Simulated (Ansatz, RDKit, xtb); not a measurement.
**C3H2FNS: ranking a sample of isomers, part 1 of 2**

Which of a sample of isomers of C3H2FNS is the most stable in the gas at 298.15 K, and what are its properties? The sample is small against all isomers, and the most stable one of this formula need not be in it.

Plan: many cheap relaxations first (GFN2-xTB), then density-functional screening, relaxation at PBE-D3(BJ)/def2-SVP, vibrations and a final energy. The numbers are computed, not measured.

## 1. Candidates

Isomers were taken from a list of plausible structures; this is a sample, not all of them. That gives 3 candidates.

```
label    SMILES     spin
 c423  Fc1cncs1  singlet
 c577  Fc1nccs1  singlet
 c691  Fc1cscn1  singlet
```

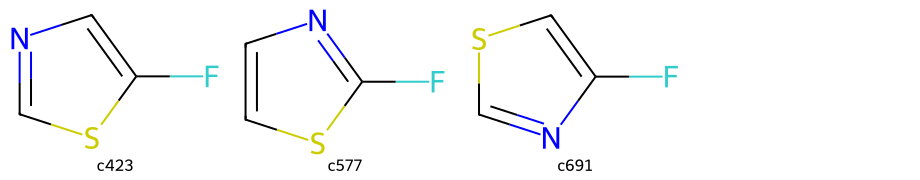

Structural formulas of the candidates.

Candidates are built by distance geometry, with a force field where one applies, in up to four conformers (letters a to d).

## 2. Search with GFN2-xTB

All 3 starts are relaxed the same way. One of them, c691a (taken from a list of positional isomers, embedded by distance geometry and MMFF94), in full:

The input, start.xyz:

```xyz
8
c691a
C     -1.780567    -0.005598    -1.723305
C     -2.012273    -1.286860    -1.315778
C     -0.323630    -0.061481    -0.086903
F     -2.448367     0.559579    -2.770983
N     -0.843467     0.674569    -1.026848
S     -0.972457    -1.654751     0.030380
H     -2.665262    -2.032239    -1.734405
H      0.436333     0.318780     0.607480
```

The run is started by

```
xtb start.xyz --gfn 2 --opt
```

The log of the run, shortened:

```text
* xtb version 6.7.1
[...]
          :  # basis functions                  32          :
[...]
          :  # electrons                        32          :
[...]
          :  Hamiltonian                  GFN2-xTB          :
[...]
          :  net charge                          0          :
          :  unpaired electrons                  0          :
[...]
   *** convergence criteria satisfied after 12 iterations ***
[...]
   *** GEOMETRY OPTIMIZATION CONVERGED AFTER 6 ITERATIONS ***
[...]
   *** convergence criteria satisfied after 3 iterations ***
[...]
         ::                     SUMMARY                     ::
         :::::::::::::::::::::::::::::::::::::::::::::::::::::
         :: total energy             -18.324691178113 Eh    ::
         :: gradient norm              0.000764188162 Eh/a0 ::
         :: HOMO-LUMO gap              3.690348012706 eV    ::
         ::.................................................::
         :: SCC energy               -18.506317157642 Eh    ::
         :: -> isotropic ES            0.018146956985 Eh    ::
         :: -> anisotropic ES          0.001776044401 Eh    ::
         :: -> anisotropic XC          0.004448819913 Eh    ::
         :: -> dispersion             -0.005848569367 Eh    ::
         :: repulsion energy           0.181625979528 Eh    ::
         :: add. restraining           0.000000000000 Eh    ::
         :: total charge              -0.000000000000 e     ::
         :::::::::::::::::::::::::::::::::::::::::::::::::::::
[...]
        16        2.0000           -0.4210710             -11.4579 (HOMO)
        17                         -0.2854532              -7.7676 (LUMO)
[...]
     #   Z          covCN         q      C6AA      α(0)
     1   6          3.106     0.238    22.933     7.847
     2   6          2.920    -0.060    29.490     8.905
     3   6          3.015     0.067    26.474     8.440
     4   9          0.786    -0.196    11.192     3.952
     5   7          1.959    -0.219    26.600     7.648
     6  16          2.305     0.022   140.172    19.927
     7   1          0.927     0.074     2.045     2.236
     8   1          0.926     0.075     2.033     2.230
[...]
     #   Z sym  total        # sym  WBO       # sym  WBO       # sym  WBO
 ---------------------------------------------------------------------------
     1   6      3.892 --     2      1.554     5      1.243     4      0.979
     2   6      3.944 --     1      1.554     6      1.211     7      0.967
                             3      0.112
     3   6      3.958 --     5      1.637     6      1.201     8      0.963
                             2      0.112
     4   9      1.129 --     1      0.979
     5   7      3.127 --     3      1.637     1      1.243     6      0.164
     6  16      2.691 --     2      1.211     3      1.201     5      0.164
     7   1      0.995 --     2      0.967
     8   1      0.994 --     3      0.963
 ---------------------------------------------------------------------------
[...]
molecular dipole:
                 x           y           z       tot (Debye)
 q only:        0.274      -0.661       0.646
   full:        0.176      -0.814       0.614       2.630
molecular quadrupole (traceless):
[...]
          | TOTAL ENERGY              -18.324691178113 Eh   |
          | GRADIENT NORM               0.000764188162 Eh/α |
          | HOMO-LUMO GAP               3.690348012706 eV   |
           -------------------------------------------------
[...]
```

It took 0.038 s on 2 threads of Arm Neoverse V2, shared host.

## 3. What the search left

3 of the 3 relaxations converged. 3 distinct structures remain:

```
label  start  SMILES after     spin  energy (kcal/mol)
c691a  drawn      Fc1cscn1  singlet                0.0
c577a  drawn      Fc1nccs1  singlet                0.4
c423a  drawn      Fc1cncs1  singlet                3.4
```

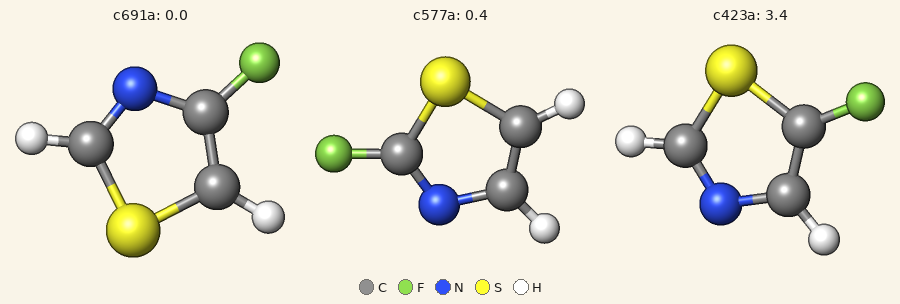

The 3 lowest minima that did not fall apart, with their GFN2-xTB energies in kcal/mol.

## 4. Single points on the low minima

A choice of the minima (the low ones first, few conformers of a pattern, up to a cap) and the lowest that fell apart get a single point at r2SCAN-D4/def2-SVP on the tight-binding geometry, and one at HF/STO-3G for comparison. Some singlets are also tried as triplets at the same geometry (label ending in t). The first, c691a:

The input, input.yaml:

```yaml
crystal:
  periodic: [false, false, false]
  atoms:
    - symbol: C
      position_ang: [-1.774447, -0.019777, -1.718717]
    - symbol: C
      position_ang: [-1.995188, -1.303200, -1.316827]
    - symbol: C
      position_ang: [-0.343634, -0.041166, -0.096694]
    - symbol: F
      position_ang: [-2.408169, 0.563320, -2.730229]
    - symbol: "N"
      position_ang: [-0.849390, 0.677891, -1.031751]
    - symbol: S
      position_ang: [-0.971364, -1.652075, 0.013708]
    - symbol: H
      position_ang: [-2.676157, -2.023219, -1.719409]
    - symbol: H
      position_ang: [0.408659, 0.310226, 0.579557]
basis:
  gaussian:
    orbitals: def2-SVP
hamiltonian:
  xc: r2scan
  dispersion: d4
scf:
  lower_state_search: "off"
output: {orbitals: {seedname: orbitals}}
```

The run is started by

```
ansatz run input.yaml --threads 2 --pin off --max-ram 5220MiB --events-out events.jsonl --progress --plain --runs-dir runs
```

The log of the run, shortened:

```text
Warning: RAYON_NUM_THREADS=2 ignored (pool sized by the plan → 2); use --threads N
Functional definition: r2SCAN
  name "r2SCAN"
[...]
1115 factors; their error is unknown
[...]
mean field -18171.70416795 eV, -667.7978109487 hartree, gradient 5.8e-6 eV, S^2 0.000000; 0 other end points of the search recorded, 0 dependent functions left out
reference -18171.70417414 eV, -667.7978111762 hartree; 26, 26 occupied and 72, 72 virtual orbitals, 1115 factors
Total energy: -18171.75547944 eV, -667.7996966111 hartree
Checks for a lower state left out: stability, starts, cluster_reference, orbital_swaps, neighbouring_geometries, increment
```

Run time: 1.7 s. Hardware: 2 threads of Arm Neoverse V2, shared host; peak memory 0.12 GiB.

Relative energies in kcal/mol, each column from its lowest structure that stays in one piece:

```
 label    SMILES     spin  GFN2-xTB  HF/STO-3G  r2SCAN-D4/def2-SVP
 c691a  Fc1cscn1  singlet       0.0        1.9                 0.0
 c577a  Fc1nccs1  singlet       0.4        0.0                 1.2
 c423a  Fc1cncs1  singlet       3.4        3.9                 8.5
c691at  Fc1cscn1  triplet         –          –                83.7
c577at  Fc1nccs1  triplet         –          –                88.1
c423at  Fc1cncs1  triplet         –          –                95.8
```

## 5. Relaxing the best candidates

3 candidates are relaxed at PBE-D3(BJ)/def2-SVP (chosen among the lowest in one piece). The first, c691a:

The input, input.yaml:

```yaml
crystal:
  periodic: [false, false, false]
  atoms:
    - {symbol: C, position_ang: [-1.774447, -0.019777, -1.718717]}
    - {symbol: C, position_ang: [-1.995188, -1.303200, -1.316827]}
    - {symbol: C, position_ang: [-0.343634, -0.041166, -0.096694]}
    - {symbol: F, position_ang: [-2.408169, 0.563320, -2.730229]}
    - {symbol: N, position_ang: [-0.849390, 0.677891, -1.031751]}
    - {symbol: S, position_ang: [-0.971364, -1.652075, 0.013708]}
    - {symbol: H, position_ang: [-2.676157, -2.023219, -1.719409]}
    - {symbol: H, position_ang: [0.408659, 0.310226, 0.579557]}
basis:
  gaussian:
    orbitals: def2-SVP
relax:
  f_tol: 0.003
scf:
  lower_state_search: off
hamiltonian:
  xc: {name: PBE}
  dispersion: d3bj
```

The run is started by

```
ansatz run input.yaml --threads 2 --pin off --max-ram 5220MiB --events-out events.jsonl --progress --plain --runs-dir runs
```

The log of the run, shortened:

```text
Warning: RAYON_NUM_THREADS=2 ignored (pool sized by the plan → 2); use --threads N
[...]
Functional definition: PBE
  name "PBE"
[...]
1115 factors; their error is unknown
[...]
mean field -18163.58659799 eV, -667.4994957550 hartree, gradient 7.5e-6 eV, S^2 0.000000; 0 other end points of the search recorded, 0 dependent functions left out
[...]
reference -18163.58662158 eV, -667.4994966218 hartree; 26, 26 occupied and 72, 72 virtual orbitals, 1115 factors
relax step   1: F+E_penalty+E_count = -18163.79422022 eV  Δ(F+E_penalty+E_count) = +0.000e0 eV  max|allowed force component| = 1.353e0 eV/Å  Δτ_max = 0.0000 Å  (20 SCF iters, accepted)
[...]
relax step   6: F+E_penalty+E_count = -18163.86787831 eV  Δ(F+E_penalty+E_count) = -4.162e-5 eV  max|allowed force component| = 6.627e-3 eV/Å  Δτ_max = 0.0008 Å  (24 SCF iters, accepted)
[...]
Total energy: -18163.86790388 eV, -667.5098335556 hartree
Atom 0 at    -1.778085    -0.013772    -1.726705 Å, force     0.000182     0.000150     0.000196 eV/Å
Atom 1 at    -2.003518    -1.315932    -1.320192 Å, force     0.000489     0.000153     0.000456 eV/Å
Atom 2 at    -0.334758    -0.032737    -0.088535 Å, force    -0.000115     0.000510    -0.000391 eV/Å
Atom 3 at    -2.415102     0.567572    -2.740485 Å, force    -0.000164    -0.000041    -0.000214 eV/Å
Atom 4 at    -0.849790     0.703494    -1.043316 Å, force     0.000074    -0.000144     0.000209 eV/Å
Atom 5 at    -0.967622    -1.657974     0.022221 Å, force    -0.000424    -0.000777    -0.000041 eV/Å
Atom 6 at    -2.701269    -2.050994    -1.734404 Å, force    -0.000073     0.000036    -0.000130 eV/Å
Atom 7 at     0.440455     0.312344     0.611053 Å, force     0.000031     0.000112    -0.000086 eV/Å
Dipole moment:     0.048479    -0.394108     0.254723 e Å
Checks for a lower state left out: stability, starts, cluster_reference, orbital_swaps, neighbouring_geometries, increment
```

Wall time 8.4 s (2 threads of Arm Neoverse V2, shared host); peak memory 0.14 GiB.

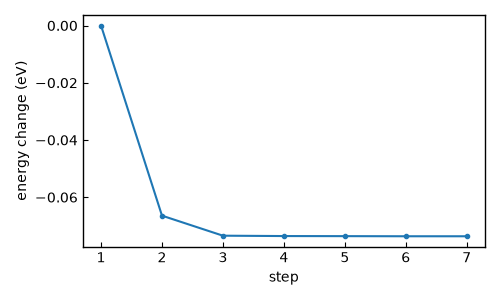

Energy along the run, all evaluated steps.

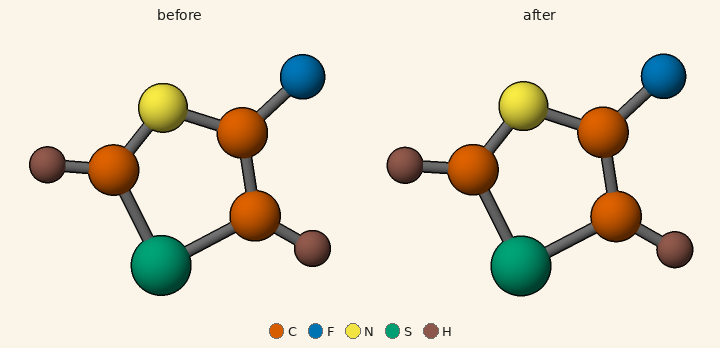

Before and after, at one scale.

After the run. Bond lengths: C1–C2 1.383 Å, C1–F4 1.331 Å, C1–N5 1.358 Å, C3–N5 1.311 Å, C2–S6 1.730 Å, C3–S6 1.748 Å, C2–H7 1.095 Å, C3–H8 1.100 Å. Some angles: C1–C2–S6 108.5°, C2–C1–F4 123.9°, C2–C1–N5 117.5°, F4–C1–N5 118.7°, C1–N5–C3 109.8°, N5–C3–S6 115.2°, C2–S6–C3 89.1°, C1–C2–H7 128.7°, S6–C2–H7 122.9°, N5–C3–H8 124.3°.

## 6. Ranking at PBE-D3(BJ)/def2-SVP

```
label     spin  r2SCAN-D4/def2-SVP (kcal/mol)  PBE-D3(BJ)/def2-SVP, relaxed (kcal/mol)   time
c691a  singlet                            0.0                                      0.0  8.4 s
c577a  singlet                            1.2                                      1.1  8.1 s
c423a  singlet                            8.5                                      7.6  9.3 s
```

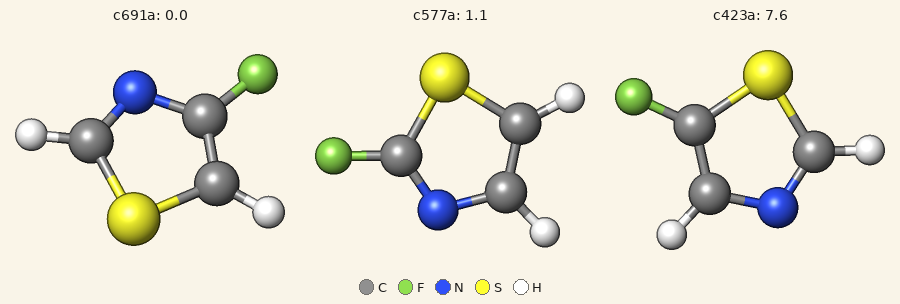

The relaxed structures, with energies at PBE-D3(BJ)/def2-SVP in kcal/mol.

(Continued in part 2 of 2.)
